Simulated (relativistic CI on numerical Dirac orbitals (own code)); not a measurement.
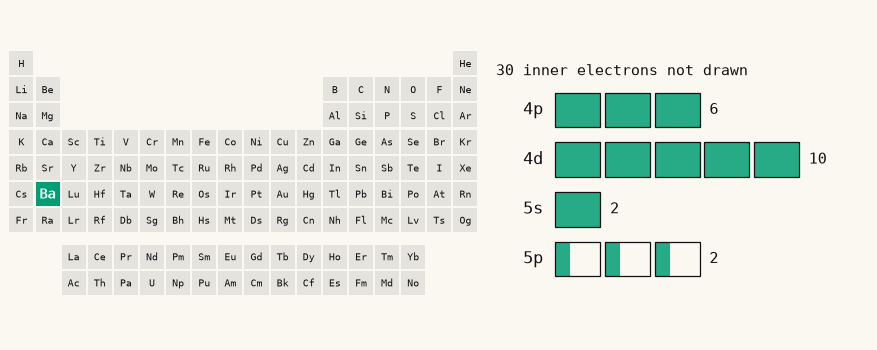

Left, the place of barium in the periodic table; right, the outer shells of the leading configuration of the lowest level: a box for each of the 2l + 1 orbitals, shaded by the share of the shell that is filled, with the electron count at the right.

**Run report: Ba⁶⁺, relativistic CI calculation**

- system: Ba⁶⁺.
- method: Dirac-Coulomb-Breit CI, KLI orbitals optimised for each configuration, model QED (radiative potential, 1s self-energy scaled to tabulated hydrogen-like ionisation energies) (relativistic CI on numerical Dirac orbitals, in-house)

### Summary

- outcome: converged
- lowest level: 5s² 5p² ³P₀
- first excited level: 5s² 5p² ³P₁, 14,621 cm⁻¹
- ionisation energy: 86.412 eV
- levels computed: 2709
- SCF iterations: 192
- hardware: 1 thread of Intel Xeon (Granite Rapids), 192 GiB of memory available, shared host
- wall time: 2.2 s

### Remarks

To bear in mind: configurations can be misplaced by up to about 7 % of their energy; low levels that differ in the count of f electrons can be misplaced by several ten thousand cm⁻¹; only a limited list of configurations is included, so lower levels can be missing; only lines among the lowest 200 of 2709 levels are drawn, so those from 5s² 5p 5f are incomplete.

### The input
```
atom Ba  Z=56  charge=6  electrons=50
nucleus A=138  rms_radius_fm=4.8378
hamiltonian dirac-coulomb  breit=on  qed=on  c_scale=1
orbitals kli  potential=per-configuration
slater_scale 1
correlation none
mixing on
configurations
  [Kr] 4d10 5s2 5p2
  [Kr] 4d10 5s 5p3
  [Kr] 4d10 5s2 5p 5d
  [Kr] 4d10 5p4
  [Kr] 4d10 4f 5s2 5p
  [Kr] 4d10 5s 5p2 5d
  [Kr] 4d10 5s2 5p 5f
  [Kr] 4d10 4f 5s2 5d
  [Kr] 4d10 4f 5s 5p2
  [Kr] 4d10 5s2 5p 5g
  [Kr] 4d10 5s2 5p 6s
  [Kr] 4d10 4f2 5s 5p
  [Kr] 4d10 4f2 5s2
  [Kr] 4d10 4f2 5s 5d
  [Kr] 4d10 4f3 5s
  [Kr] 4d10 5s2 5d2
  [Kr] 4d10 5s 5d3
  [Kr] 4d10 4f 5s 5d2
  [Kr] 4d10 4f2 5p2
  [Kr] 4d10 4f2 5p 5d
  [Kr] 4d10 4f3 5p
  [Kr] 4d10 4f2 5p 5f
end
```

The run was one of a batch that the task file lists, launched with:
```bash
python <driver script> task.json out
```

The program writes its results to a structured record and prints no log; tables and figures of this report are taken from that record.

### The lowest 30 levels

| Configuration | Level | E (eV) | LS purity (%) | Landé g | Lifetime (s; – stable or not computed) |
| --- | --- | --- | --- | --- | --- |
| 5s² 5p² | ³P₀ | 0 | 86 | – | – |
| 5s² 5p² | ³P₁ | 1.813 | 97 | 1.501 | 2.0×10⁻² |
| 5s² 5p² | [5p₁/₂ 5p₃/₂] J = 2 | 2.630 | 61 | 1.314 | 3.5×10⁻¹ |
| 5s² 5p² | [(5p₃/₂)²] J = 2 | 5.211 | 60 | 1.186 | 5.3×10⁻³ |
| 5s² 5p² | ¹S₀ | 7.717 | 84 | – | 1.4×10⁻³ |
| 5s 5p³ | ⁵S°₂ | 14.31 | 93 | 1.965 | 2.4×10⁻⁸ |
| 5s 5p³ | ³D°₁ | 18.63 | 75 | 0.644 | 8.3×10⁻¹⁰ |
| 5s 5p³ | ³D°₂ | 18.76 | 72 | 1.241 | 1.3×10⁻⁹ |
| 5s 5p³ | ³D°₃ | 19.52 | 89 | 1.333 | 1.8×10⁻⁹ |
| 5s² 5p 4f | [5p₁/₂ 4f₅/₂] J = 3 | 20.14 | 53 | 0.875 | 4.3×10⁻⁵ |
| 5s² 5p 4f | [5p₁/₂ 4f₇/₂] J = 3 | 20.52 | 51 | 1.103 | 1.2×10⁻⁶ |
| 5s² 5p 4f | ³F₂ | 20.69 | 80 | 0.749 | 1.4×10⁻⁶ |
| 5s² 5p 4f | [5p₁/₂ 4f₇/₂] J = 4 | 20.75 | 45 | 1.136 | 1.3×10⁻⁵ |
| 5s 5p³ | ³P°₀ | 21.78 | 91 | – | 4.3×10⁻¹⁰ |
| 5s 5p³ | ³P°₁ | 22.07 | 78 | 1.381 | 4.0×10⁻¹⁰ |
| 5s 5p³ | J = 2 (odd, mixed) | 22.25 | 50 | 1.345 | 5.5×10⁻¹⁰ |
| 5s² 5p 4f | [5p₃/₂ 4f₅/₂] J = 3 | 22.56 | 39 | 0.927 | 1.3×10⁻⁶ |
| 5s² 5p 4f | [5p₃/₂ 4f₇/₂] J = 4 | 22.83 | 50 | 1.151 | 8.2×10⁻⁷ |
| 5s² 5p 4f | ³G₅ | 23.23 | 99 | 1.200 | 1.3×10⁻² |
| 5s² 5p 4f | ³D₃ | 23.49 | 73 | 1.260 | 4.1×10⁻⁷ |
| 5s² 5p 4f | ³D₂ | 23.68 | 77 | 1.074 | 7.1×10⁻⁷ |
| 5s² 5p 4f | ³D₁ | 24.06 | 99 | 0.498 | 7.8×10⁻⁷ |
| 5s² 5p 5d | J = 2 (odd, mixed) | 24.54 | 36 | 1.080 | 7.1×10⁻¹⁰ |
| 5s² 5p 4f | ¹G₄ | 24.59 | 88 | 1.012 | 3.4×10⁻⁶ |
| 5s² 5p 4f | ¹D₂ | 25.16 | 84 | 1.009 | 1.4×10⁻⁶ |
| 5s² 5p 5d | ³F°₂ | 26.43 | 84 | 0.717 | 4.8×10⁻¹⁰ |
| 5s 5p³ | [5s 5p₁/₂ (5p₃/₂)²] J = 1 | 27.11 | 45 | 1.437 | 3.6×10⁻¹¹ |
| 5s² 5p 5d | ³F°₃ | 27.21 | 91 | 1.090 | 4.9×10⁻¹⁰ |
| 5s² 5p 5d | ³F°₄ | 28.93 | 97 | 1.250 | 2.2×10⁻⁸ |
| 5s 5p³ | J = 1 (odd, mixed) | 29.29 | 31 | 1.311 | 3.0×10⁻¹¹ |

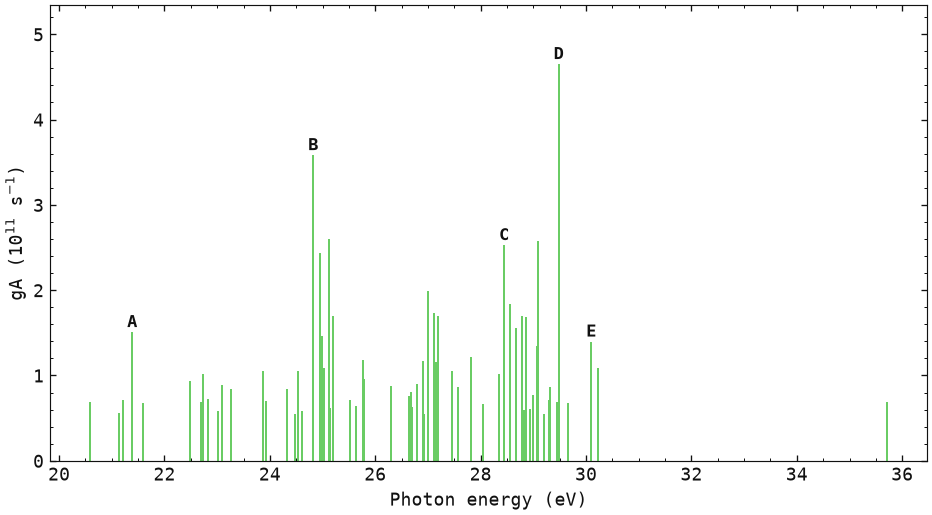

The stronger electric dipole lines (weighted rates gA) for Ba VII (Ba⁶⁺). A: 5s 5p² 4f ³G°₅ → 5s² 5p 4f ³G₅, 21.39 eV, gA = 1.5×10¹¹ s⁻¹; B: 5s² 4f 5d ³H°₆ → 5s² 5p 4f ³G₅, 24.82 eV, gA = 3.6×10¹¹ s⁻¹; C: 5s 5p² 5d ⁵P₃ → 5s 5p³ ⁵S°₂, 28.44 eV, gA = 2.5×10¹¹ s⁻¹; D: 5s 5p² 5d ³F₄ → 5s 5p³ ³D°₃, 29.48 eV, gA = 4.7×10¹¹ s⁻¹; E: 5s 5p² 5d J = 3 (even, mixed, level 171) → 5s 5p³ ³D°₂, 30.10 eV, gA = 1.4×10¹¹ s⁻¹. The strongest, D, lies in the extreme ultraviolet region.
